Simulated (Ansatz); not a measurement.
# NaHCl2: relaxing a made-up structure

Starting from a made-up structure for NaHCl2, the aim is the relaxed cell, its shortest contacts and, where a second run follows, its electronic structure.

Calculated with Ansatz 0.2.0; DFT, PBE, plane-wave PAW, files of the set soft_1, scalar-relativistic, no spin, cell and ions relaxed at zero pressure; PAW set soft_1, in the first sound run; inputs show where later runs differ.

## Step 1: Set-up

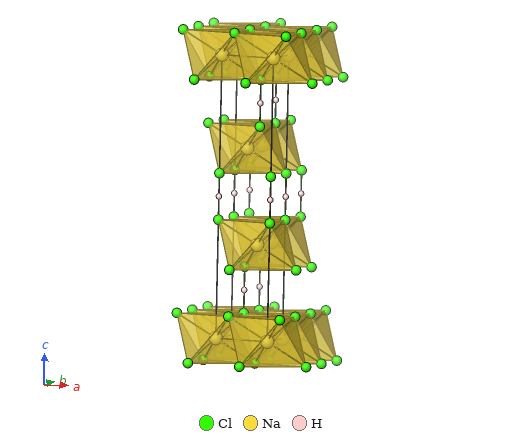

The cell as given, slightly off an axis (chlorine green, sodium yellow, hydrogen pink). 1×2×1 cells are drawn. This picture shows the conventional cell, with its axes. Some periodic images of atoms are drawn too.

## Step 2: Relaxation of the guess

The guessed cell has no reason to be at equilibrium. It is relaxed with the atoms, within the space group of the guess.

File input.yaml:

```yaml
crystal:
  lattice:
    - [2.07, 1.195115057, 5.602666667]
    - [-2.07, 1.195115057, 5.602666667]
    - [0.0, -2.390230114, 5.602666667]
  atoms:
    - { symbol: Cl, position: [0.582166667, 0.582166667, 0.582166667] }
    - { symbol: Cl, position: [0.417833333, 0.417833333, 0.417833333] }
    - { symbol: Na, position: [0.0, 0.0, 0.0] }
    - { symbol: H, position: [0.5, 0.5, 0.5] }
kpoints:
  mp_grid: { grid: [8, 8, 8] }
scf:
  occupations: { method: fermi_dirac, width: 0.05 }
hamiltonian:
  xc: pbe
  pseudopotentials: { kind: paw, azcp: { folder: soft_1 } }
relax:
  f_tol: 0.015
  max_steps: 70
  cell: {}
output:
  forces: true
  stress: true
```

Launch:

```
ansatz run input.yaml --threads 4 --pin off --max-ram 8192MiB --backend cpu --events-out ev --progress --plain --runs-dir out
```

Numbers of over 12 decimals in the logs are rounded to 6 here.

The log of the run:

```text
basis.fft_grid_basis auto: the FFT boxes are laid along the combinations [[1, 0, -1], [0, 1, -1], [0, 0, 1]] of the cell's own vectors, 4.140, 4.140 and 6.091 Å long. The dense box has 30×30×45 points. Along the cell's own vectors, as sized, it would have 45×45×45, 2.25 times as many. Of the 12 symmetry operations that the crystal satisfies within crystal.symmetry.tolerance (time reversal apart; of a slab, those that [...]
Engine: ansatz 0.2.0, x86_64-unknown-linux-gnu
Pseudopotentials: kind: paw
Pseudopotential: Cl, paw, valence charge 7, recommended cutoff 420 eV (normal), soft_1/Cl.paw.azcp
Pseudopotential: Na, paw, valence charge 9, recommended cutoff 420 eV (normal), soft_1/Na.paw.azcp
Pseudopotential: H, paw, valence charge 1, recommended cutoff 420 eV (normal), soft_1/H.paw.azcp
Functional definition: PBE
  parameter kappa = 0.804
  parameter beta = 0.066725
  exchange = pbe_x(kappa = kappa, mu = beta*pi^2/3)
  correlation = pbe_c(beta = beta)
Crystal: 4 atoms, lattice volume = 83.162 Å³
Basis set: ecut = 420 eV, 1615 PW (Γ), FFT grids on a1−a3, a2−a3, a3, exchange–correlation on 60×60×90 points (8 copies of the dense FFT grid, shifted against one another)
Bands: 16, of which v1, the nominal top of the filled ones, is band 12 counted from 1 (11 counted from 0)
Symmetry: 12 space group operations
Space group: R-3m (ITA 166), of the structure as read, at distance tolerance 4.4e-5 Å
k-points: 65 of 512
Non-local potential: Cl, projectors of the file, l = 0: 2, l = 1: 2, l = 2: 1
Non-local potential: Na, projectors of the file, l = 0: 3, l = 1: 2, l = 2: 1
Non-local potential: H, projectors of the file, l = 0: 2, l = 1: 1
PAW form: soft (Blöchl's): semilocal exchange-correlation on the pseudo side does not see the compensation charge
PAW one-centre angular grid: Cl, 110 points (default); XC on 64 Gauss nodes
PAW one-centre angular grid: Na, 110 points (default); XC on 64 Gauss nodes
PAW one-centre angular grid: H, 110 points (default); XC on 64 Gauss nodes
Initial density: superposition of atomic densities (chi_scale 0.1, normalization cell, long waves kept (reshape's long-wave potential 0.06 eV rms))
Initial wavefunctions: pseudopotential atomic-orbital guess
Functional: x = pbe(κ = 0.804, μ = 0.219515), c = pbe(β = 0.066725)
SCF iter   1: F=—  HF=-3667.033580 eV  |F-HF|=—  |Δ(HF+E_count)|=         —  Δρ=6.59e-2  dr2=3.64e0  ethr=3.10e-3  ⟨swp⟩=6.6  Hψ=6267  notcnv=0
preconditioner: auto → none  [insulator: Δε(μ)=4.727 eV  Ē_g=12.720 eV  σ=0.050 eV  W_gap=1.00  n_scr=14 (ndim 8)  ℏωp=16.3 eV  f_vac=0.055  D(μ)=0.00/eV (n_scr^D=0)  ε∞_Penn≈2.6]
SCF iter   2: F=—  HF=-3665.363988 eV  |F-HF|=—  |Δ(HF+E_count)|=    1.67e0  Δρ=1.89e-2  dr2=3.58e-1  ethr=3.10e-3  ⟨swp⟩=4.5  Hψ=3001  notcnv=0
SCF iter   3: F=—  HF=-3665.257626 eV  |F-HF|=—  |Δ(HF+E_count)|=   1.06e-1  Δρ=6.31e-3  dr2=4.41e-2  ethr=1.49e-3  ⟨swp⟩=3.9  Hψ=2324  notcnv=0
SCF iter   4: F=—  HF=-3665.246260 eV  |F-HF|=—  |Δ(HF+E_count)|=   1.14e-2  Δρ=2.06e-3  dr2=3.53e-3  ethr=1.84e-4  ⟨swp⟩=3.4  Hψ=1998  notcnv=0
SCF iter   5: F=—  HF=-3665.246475 eV  |F-HF|=—  |Δ(HF+E_count)|=   2.15e-4  Δρ=3.53e-4  dr2=8.84e-5  ethr=1.47e-5  ⟨swp⟩=2.0  Hψ=2085  notcnv=0
SCF iter   6: F=—  HF=-3665.246557 eV  |F-HF|=—  |Δ(HF+E_count)|=   8.19e-5  Δρ=1.07e-4  dr2=6.41e-6  ethr=3.68e-7  ⟨swp⟩=2.8  Hψ=1795  notcnv=0
SCF iter   7: F=—  HF=-3665.246564 eV  |F-HF|=—  |Δ(HF+E_count)|=   6.86e-6  Δρ=1.42e-5  dr2=1.02e-7  ethr=2.67e-8  ⟨swp⟩=2.5  Hψ=1855  notcnv=0
SCF iter   8: F=-3665.246564 eV  HF=-3665.246564 eV  |F-HF|=2.83e-9  |Δ(HF+E_count)|=   1.31e-7  Δρ=2.52e-6  dr2=4.58e-9  ethr=4.17e-10  ⟨swp⟩=5.3  Hψ=3887  notcnv=0
SCF 1 converged in 8 iterations: F = -3665.246564 eV  dr2 = 4.58e-9
  greatest PAW one-centre occupation: 0.999 electrons in one spin orbital (limit 2), on the Na atom at site 2 (counted from 0), in its partial waves of l = 0
relax step   1: F+E_penalty+E_count = -3665.24656421 eV  Δ(F+E_penalty+E_count) = +0.000e0 eV  max|allowed force component| = 3.951e0 eV/Å  Δτ_max = 0.0000 Å  P = +8.633 GPa  Ω = 83.162 Å³  (8 SCF iters, dr2 threshold 1.00e-7 eV, accepted)
Crystal: 4 atoms, lattice volume = 89.544 Å³
Basis set: ecut = 420 eV, 1753 PW (Γ), FFT grids on a1−a3, a2−a3, a3, exchange–correlation on 60×60×90 points (8 copies of the dense FFT grid, shifted against one another)
Initial density: handed on by an earlier stage of this run
Initial wavefunctions: those handed on with the density
iter 1 solved again at ethr=1.49e-4 eV; its pass at ethr=3.10e-3 eV (dr2=3.58e-2 eV) is discarded
SCF iter   1: F=—  HF=-3665.811892 eV  |F-HF|=—  |Δ(HF+E_count)|=         —  Δρ=6.74e-3  dr2=3.50e-2  ethr=1.49e-4  ⟨swp⟩=2.2  Hψ=7572  notcnv=0
preconditioner: auto → none  [insulator: Δε(μ)=5.510 eV  Ē_g=12.863 eV  σ=0.050 eV  W_gap=1.00  n_scr=16 (ndim 8)  ℏωp=15.7 eV  f_vac=0.180  D(μ)=0.00/eV (n_scr^D=0)  ε∞_Penn≈2.5]
SCF iter   2: F=—  HF=-3665.800717 eV  |F-HF|=—  |Δ(HF+E_count)|=   1.12e-2  Δρ=2.88e-3  dr2=5.11e-3  ethr=1.46e-4  ⟨swp⟩=2.2  Hψ=1935  notcnv=0
SCF iter   3: F=—  HF=-3665.799752 eV  |F-HF|=—  |Δ(HF+E_count)|=   9.65e-4  Δρ=4.21e-4  dr2=1.01e-4  ethr=2.13e-5  ⟨swp⟩=2.9  Hψ=1697  notcnv=0
SCF iter   4: F=—  HF=-3665.799769 eV  |F-HF|=—  |Δ(HF+E_count)|=   1.74e-5  Δρ=1.14e-4  dr2=6.26e-6  ethr=4.21e-7  ⟨swp⟩=2.0  Hψ=1648  notcnv=0
SCF iter   5: F=—  HF=-3665.799772 eV  |F-HF|=—  |Δ(HF+E_count)|=   3.24e-6  Δρ=3.06e-5  dr2=1.87e-6  ethr=1.67e-9  ⟨swp⟩=6.0  Hψ=4463  notcnv=0
SCF iter   6: F=-3665.799772 eV  HF=-3665.799772 eV  |F-HF|=1.27e-8  |Δ(HF+E_count)|=   5.52e-7  Δρ=5.99e-6  dr2=3.90e-8  ethr=1.67e-9  ⟨swp⟩=4.1  Hψ=4415  notcnv=0
SCF 2 converged in 6 iterations: F = -3665.799772 eV  dr2 = 3.90e-8
relax step   2: F+E_penalty+E_count = -3665.79977167 eV  Δ(F+E_penalty+E_count) = -5.532e-1 eV  max|allowed force component| = 1.267e0 eV/Å  Δτ_max = 0.0555 Å  P = +3.027 GPa  Ω = 89.544 Å³  energy of the carried Pulay correction = -1.074e-3 eV  (6 SCF iters, dr2 threshold 4.00e-7 eV, accepted)
Crystal: 4 atoms, lattice volume = 94.504 Å³
Basis set: ecut = 420 eV, 1837 PW (Γ), FFT grids on a1−a3, a2−a3, a3, exchange–correlation on 60×60×90 points (8 copies of the dense FFT grid, shifted against one another)
iter 1 solved again at ethr=5.15e-5 eV; its pass at ethr=3.10e-3 eV (dr2=1.24e-2 eV) is discarded
SCF iter   1: F=—  HF=-3665.902705 eV  |F-HF|=—  |Δ(HF+E_count)|=         —  Δρ=3.27e-3  dr2=1.22e-2  ethr=5.15e-5  ⟨swp⟩=1.6  Hψ=7384  notcnv=0
preconditioner: auto → none  [insulator: Δε(μ)=5.460 eV  Ē_g=12.620 eV  σ=0.050 eV  W_gap=1.00  n_scr=16 (ndim 8)  ℏωp=15.3 eV  f_vac=0.194  D(μ)=0.00/eV (n_scr^D=0)  ε∞_Penn≈2.5]
SCF iter   2: F=—  HF=-3665.897955 eV  |F-HF|=—  |Δ(HF+E_count)|=   4.75e-3  Δρ=1.51e-3  dr2=1.73e-3  ethr=5.09e-5  ⟨swp⟩=2.1  Hψ=2020  notcnv=0
SCF iter   3: F=—  HF=-3665.897496 eV  |F-HF|=—  |Δ(HF+E_count)|=   4.59e-4  Δρ=3.41e-4  dr2=2.52e-4  ethr=7.21e-6  ⟨swp⟩=2.2  Hψ=1453  notcnv=0
SCF iter   4: F=—  HF=-3665.897421 eV  |F-HF|=—  |Δ(HF+E_count)|=   7.48e-5  Δρ=1.26e-4  dr2=1.57e-5  ethr=1.05e-6  ⟨swp⟩=2.0  Hψ=1413  notcnv=0
SCF iter   5: F=—  HF=-3665.897420 eV  |F-HF|=—  |Δ(HF+E_count)|=   1.40e-6  Δρ=3.50e-5  dr2=6.34e-7  ethr=6.56e-8  ⟨swp⟩=2.0  Hψ=1446  notcnv=0
SCF iter   6: F=-3665.897420 eV  HF=-3665.897420 eV  |F-HF|=4.01e-9  |Δ(HF+E_count)|=   4.04e-7  Δρ=5.20e-6  dr2=2.45e-8  ethr=1.67e-9  ⟨swp⟩=5.0  Hψ=3708  notcnv=0
SCF 3 converged in 6 iterations: F = -3665.897420 eV  dr2 = 2.45e-8
relax step   3: F+E_penalty+E_count = -3665.89742021 eV  Δ(F+E_penalty+E_count) = -9.765e-2 eV  max|allowed force component| = 3.635e-1 eV/Å  Δτ_max = 0.0210 Å  P = +0.734 GPa  Ω = 94.504 Å³  energy of the carried Pulay correction = -1.856e-3 eV  (6 SCF iters, dr2 threshold 4.00e-7 eV, accepted)
Crystal: 4 atoms, lattice volume = 95.839 Å³
Basis set: ecut = 420 eV, 1849 PW (Γ), FFT grids on a1−a3, a2−a3, a3, exchange–correlation on 60×60×90 points (8 copies of the dense FFT grid, shifted against one another)
iter 1 solved again at ethr=4.12e-6 eV; its pass at ethr=3.10e-3 eV (dr2=9.88e-4 eV) is discarded
SCF iter   1: F=—  HF=-3665.906748 eV  |F-HF|=—  |Δ(HF+E_count)|=         —  Δρ=1.19e-3  dr2=9.83e-4  ethr=4.12e-6  ⟨swp⟩=2.3  Hψ=7197  notcnv=0
preconditioner: auto → none  [insulator: Δε(μ)=5.423 eV  Ē_g=12.534 eV  σ=0.050 eV  W_gap=1.00  n_scr=16 (ndim 8)  ℏωp=15.2 eV  f_vac=0.193  D(μ)=0.00/eV (n_scr^D=0)  ε∞_Penn≈2.5]
SCF iter   2: F=—  HF=-3665.906493 eV  |F-HF|=—  |Δ(HF+E_count)|=   2.55e-4  Δρ=5.52e-4  dr2=1.60e-4  ethr=4.10e-6  ⟨swp⟩=2.0  Hψ=1235  notcnv=0
SCF iter   3: F=—  HF=-3665.906465 eV  |F-HF|=—  |Δ(HF+E_count)|=   2.85e-5  Δρ=8.84e-5  dr2=5.46e-6  ethr=6.66e-7  ⟨swp⟩=2.1  Hψ=1563  notcnv=0
SCF iter   4: F=—  HF=-3665.906465 eV  |F-HF|=—  |Δ(HF+E_count)|=   4.51e-7  Δρ=2.67e-5  dr2=7.42e-7  ethr=2.28e-8  ⟨swp⟩=2.0  Hψ=1759  notcnv=0
SCF iter   5: F=-3665.906465 eV  HF=-3665.906465 eV  |F-HF|=1.22e-7  |Δ(HF+E_count)|=   1.23e-8  Δρ=1.05e-5  dr2=1.69e-7  ethr=1.67e-9  ⟨swp⟩=5.0  Hψ=3759  notcnv=0
SCF 4 converged in 5 iterations: F = -3665.906465 eV  dr2 = 1.69e-7
relax step   4: F+E_penalty+E_count = -3665.90646521 eV  Δ(F+E_penalty+E_count) = -9.045e-3 eV  max|allowed force component| = 3.954e-2 eV/Å  Δτ_max = 0.0171 Å  P = +0.126 GPa  Ω = 95.839 Å³  energy of the carried Pulay correction = -2.059e-3 eV  (5 SCF iters, dr2 threshold 4.00e-7 eV, accepted)
Crystal: 4 atoms, lattice volume = 96.329 Å³
Basis set: ecut = 420 eV, 1861 PW (Γ), FFT grids on a1−a3, a2−a3, a3, exchange–correlation on 60×60×90 points (8 copies of the dense FFT grid, shifted against one another)
iter 1 solved again at ethr=3.42e-7 eV; its pass at ethr=3.10e-3 eV (dr2=8.21e-5 eV) is discarded
SCF iter   1: F=—  HF=-3665.906665 eV  |F-HF|=—  |Δ(HF+E_count)|=         —  Δρ=2.33e-4  dr2=9.36e-5  ethr=3.42e-7  ⟨swp⟩=2.1  Hψ=6743  notcnv=0
preconditioner: auto → none  [insulator: Δε(μ)=5.410 eV  Ē_g=12.514 eV  σ=0.050 eV  W_gap=1.00  n_scr=16 (ndim 8)  ℏωp=15.1 eV  f_vac=0.193  D(μ)=0.00/eV (n_scr^D=0)  ε∞_Penn≈2.5]
SCF iter   2: F=—  HF=-3665.906610 eV  |F-HF|=—  |Δ(HF+E_count)|=   5.46e-5  Δρ=1.17e-4  dr2=1.25e-5  ethr=3.42e-7  ⟨swp⟩=2.2  Hψ=1751  notcnv=0
SCF iter   3: F=—  HF=-3665.906606 eV  |F-HF|=—  |Δ(HF+E_count)|=   3.65e-6  Δρ=4.11e-5  dr2=1.97e-6  ethr=5.21e-8  ⟨swp⟩=2.2  Hψ=1434  notcnv=0
SCF iter   4: F=-3665.906606 eV  HF=-3665.906606 eV  |F-HF|=5.16e-8  |Δ(HF+E_count)|=   5.40e-7  Δρ=9.38e-6  dr2=1.14e-7  ethr=6.81e-10  ⟨swp⟩=4.2  Hψ=4666  notcnv=0
SCF 5 converged in 4 iterations: F = -3665.906606 eV  dr2 = 1.14e-7
relax step   5: F+E_penalty+E_count = -3665.90660572 eV  Δ(F+E_penalty+E_count) = -1.405e-4 eV  max|allowed force component| = 2.747e-3 eV/Å  Δτ_max = 0.0011 Å  P = -0.002 GPa  Ω = 96.329 Å³  energy of the carried Pulay correction = -2.133e-3 eV  (4 SCF iters, dr2 threshold 1.63e-7 eV, accepted)
Initial wavefunctions: pseudopotential atomic-orbital guess (no wavefunctions were taken with the density)
iter 1 solved again at ethr=4.46e-6 eV; its pass at ethr=3.10e-3 eV (dr2=1.07e-3 eV) is discarded
SCF iter   1: F=—  HF=-3665.905361 eV  |F-HF|=—  |Δ(HF+E_count)|=         —  Δρ=3.10e-4  dr2=4.43e-6  ethr=4.46e-6  ⟨swp⟩=3.0  Hψ=8774  notcnv=0
eigensolver tolerance schedule: the retry pair's looser diagonalisation over-reported the residual by 241.00 of it (diagonalisation noise at 0.53 of the residual, at the tolerance the schedule requests for it); recorded, not acted on — ethr = c·dr2/N_el stays at c = 1.0e-1
preconditioner: auto → none  [insulator: Δε(μ)=5.399 eV  Ē_g=12.503 eV  σ=0.050 eV  W_gap=1.00  n_scr=16 (ndim 8)  ℏωp=15.1 eV  f_vac=0.193  D(μ)=0.00/eV (n_scr^D=0)  ε∞_Penn≈2.5]
SCF iter   2: F=—  HF=-3665.907640 eV  |F-HF|=—  |Δ(HF+E_count)|=   2.28e-3  Δρ=1.55e-4  dr2=1.09e-6  ethr=1.84e-8  ⟨swp⟩=3.2  Hψ=2305  notcnv=0
SCF iter   3: F=—  HF=-3665.908717 eV  |F-HF|=—  |Δ(HF+E_count)|=   1.08e-3  Δρ=2.93e-5  dr2=1.48e-7  ethr=4.53e-9  ⟨swp⟩=2.8  Hψ=1973  notcnv=0
SCF iter   4: F=—  HF=-3665.908758 eV  |F-HF|=—  |Δ(HF+E_count)|=   4.13e-5  Δρ=3.86e-6  dr2=5.30e-9  ethr=6.16e-10  ⟨swp⟩=2.0  Hψ=1560  notcnv=0
SCF iter   5: F=—  HF=-3665.908758 eV  |F-HF|=—  |Δ(HF+E_count)|=   3.91e-7  Δρ=9.32e-7  dr2=7.79e-10  ethr=2.21e-11  ⟨swp⟩=2.4  Hψ=1629  notcnv=0
SCF iter   6: F=—  HF=-3665.908758 eV  |F-HF|=—  |Δ(HF+E_count)|=   1.12e-8  Δρ=3.46e-7  dr2=1.30e-10  ethr=3.25e-12  ⟨swp⟩=2.0  Hψ=1497  notcnv=0
SCF iter   7: F=-3665.908758 eV  HF=-3665.908758 eV  |F-HF|=2.44e-10  |Δ(HF+E_count)|=  2.78e-10  Δρ=7.53e-8  dr2=1.26e-12  ethr=1.00e-12  ⟨swp⟩=5.5  Hψ=3829  notcnv=0
SCF 6 converged in 7 iterations: F = -3665.908758 eV  dr2 = 1.26e-12
relax step   6: F+E_penalty+E_count = -3665.90875837 eV  Δ(F+E_penalty+E_count) = -2.153e-3 eV  max|allowed force component| = 1.568e-3 eV/Å  Δτ_max = 0.0000 Å  P = +0.004 GPa  Ω = 96.329 Å³  stress off target by 1.26e-2 GPa  SCF on the basis re-selected at this cell (its energy is not comparable with the rows above)  (7 SCF iters)
basis re-selected at this cell: Δ(F+E_penalty+E_count) = -2.153e-3 eV, ΔP = +0.006 GPa vs the last step (what re-selecting the basis moved, of the pressure what is left beyond the Pulay correction that the steps carried, after the strain that the cell walked since its last selection, with what the two solves' SCF thresholds leave and, on support functions, any second-order correction that the steps lacked; it is no m [...]
SCF converged after 7 iterations
Free energy (F): -3665.908758 eV
Harris-Foulkes:  -3665.908758 eV  (|F-HF|=2.44e-10)
Internal energy: -3665.908758 eV  (E = F + TS)
E sigma→0 (E₀):  -3665.908758 eV
Fermi energy:    1.712085 eV
--- Per-component energies (eV) ---
  E_band       = -316.427125
  E_kinetic    = 431.415670
  E_local      = -2290.287181  (includes V_loc(G=0)·N_el)
  E_nonlocal   = 341.319320
  E_hartree    = 799.229992
  E_xc         = -261.132722
  E_vxc        = -292.358179  (∫ρ·V_xc dr)
  E_paw        = -1612.043897  (= ΣΔE_a)
  E_vpaw       = -104.976328  (= ΣTr[D̂ρ^β])
  E_aug_tail   = -0.000429  (compensation charges beyond the density's cutoff)
  E_ewald      = -1074.409511
  E_smearing   = -0.000000  (= −TS)
  E_closure    = -0.000000  (closes the sum)
  Σ components = -3665.908758   (vs F -3665.908758, Δ=0.00e0)
--- Forces (eV/Å), atoms counted from 1 ---
  atom   1  Cl     0.00000000     0.00000000     0.00156811
  atom   2  Cl     0.00000000    -0.00000000    -0.00156811
  atom   3  Na    -0.00000000    -0.00000000     0.00000000
  atom   4  H      0.00000000     0.00000000    -0.00000000
  max |Σ_I F_I| component: 9.25e-18 eV/Å
--- Stress (GPa, compression-positive) ---
        0.011675       0.000000      -0.000000
        0.000000       0.011675      -0.000000
       -0.000000      -0.000000      -0.012585
  P = ⅓ Tr σ = 0.0036 GPa (0.036 kbar)
--- Relaxed structure (5 steps of the walk, 5 accepted, 1 SCFs on fresh bases) ---
  F+E_penalty+E_count = -3665.90875837 eV   max|allowed force component| = 1.568e-3 eV/Å   (the final SCF, on the basis selected at the relaxed cell)
  cell:  # Å, volume = 96.3286 Å³
    - [2.166462, 1.250807, 5.924649]
    - [-2.166462, 1.250807, 5.924649]
    - [0, -2.501615, 5.924649]
  atoms:
    - { symbol: Cl, position: [0.587799, 0.587799, 0.587799] }
    - { symbol: Cl, position: [0.412201, 0.412201, 0.412201] }
    - { symbol: Na, position: [-1.0320820299105169e-19, -1.0320820299105161e-19, -1.0320820299105184e-19] }
    - { symbol: H, position: [0.500000, 0.500000, 0.500000] }
```

Wall time 4.8 s (4 threads of Intel Xeon Platinum 8488C (Sapphire Rapids), shared host); peak memory 0.56 GiB; 17 s of CPU time.

Relaxation path:

```csv
step,energy less that of the first step (eV),largest force component (eV/Å),pressure (GPa),volume (Å³)
1,0.0000,3.9515,8.63,83.16
2,-0.5532,1.2665,3.03,89.54
3,-0.6509,0.3635,0.73,94.50
4,-0.6599,0.0395,0.13,95.84
5,-0.6600,0.0027,0.00,96.33
6*,-0.6622,0.0016,0.00,96.33
```

Relaxation steps marked * repeat the geometry before them on a plane-wave basis chosen anew for their cell, so energy and pressure can jump there.

Forces are held to the 12 operations that the run works with; a distortion that breaks them can't arise in this run.

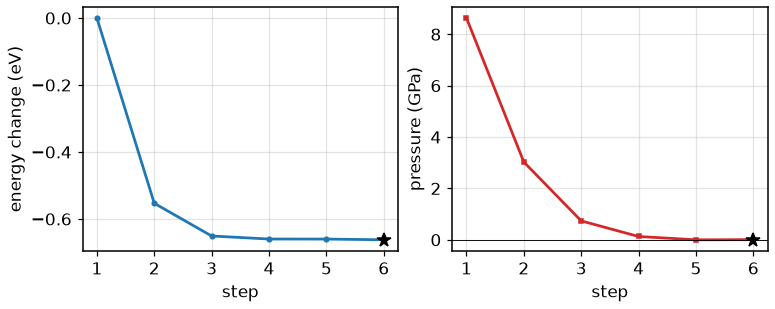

Energy and pressure along the relaxation. Stars mark steps on a basis chosen anew.

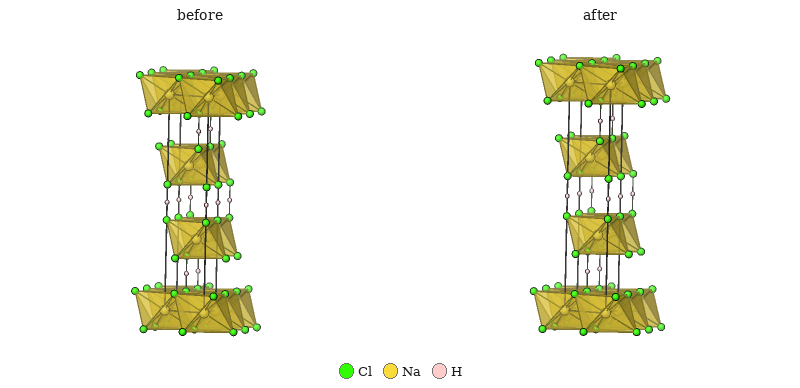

Before and after, at one scale.

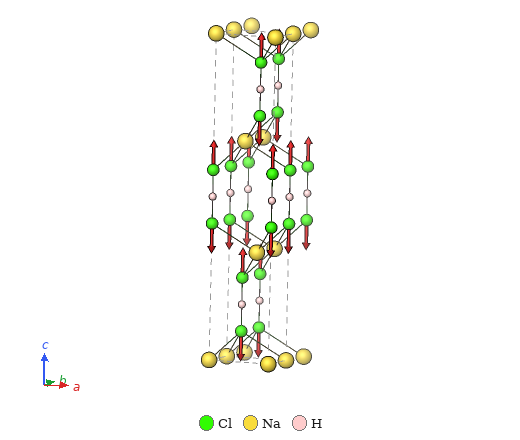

Displacements in the relaxation, exaggerated, measured against the changing cell; the longest in the cell stands for 0.10 Å. Bonds to atoms that aren't drawn are left out. 1×2×1 conventional cells are drawn. Some periodic images of atoms are drawn too.

```csv
"conventional cell, symmetrised",before,after,change
a (Å),4.140,4.333,+4.7 %
b (Å),4.140,4.333,+4.7 %
c (Å),16.808,17.774,+5.7 %
volume (Å³/atom),20.79,24.08,+15.8 %
```

The atoms that moved most (Å, as changes of fractional coordinates times the final cell):

```csv
atom,dx,dy,dz,length
Cl2,0.000,0.000,-0.100,0.100
Cl1,0.000,0.000,0.100,0.100
```

The relaxed structure:

```xyz
4
Lattice="2.1665 1.2508 5.9246 -2.1665 1.2508 5.9246 0.0000 -2.5016 5.9246" Properties=species:S:1:pos:R:3 pbc="T T T"
Cl    0.0000    0.0000   10.4475
Cl    0.0000    0.0000    7.3264
Na    0.0000    0.0000    0.0000
H     0.0000    0.0000    8.8870
```

This step gave:

- free energy: -3665.9088 eV
- Fermi energy: 1.712 eV
- gap by band count: 5.408 eV
- electrons: 24
- symmetry operations: 12
- pressure: 0.003588 GPa

The shortest distance of each pair, which need not be the same contact before and after:

```csv
pair,guess (Å),relaxed (Å)
Cl–H,1.381,1.561
Cl–Na,2.780,2.868
Cl–Cl,2.762,3.121
H–Na,3.682,3.877
Na–Na,4.140,4.333
```

The relaxation ends with a largest force component of 0.0016 eV/Å and a pressure of 0.00 GPa.

[end of part 1 of 2]

[Logs are printed without paths, hosts, clocks, repeated set-up lines and the standing remarks that a program may print on its own settings, such as how far it seeks lower states.]

[Hosts, paths, dates, database ids (printed as entryN), source tags and the programs' standing remarks are cut or masked in the printed files.]
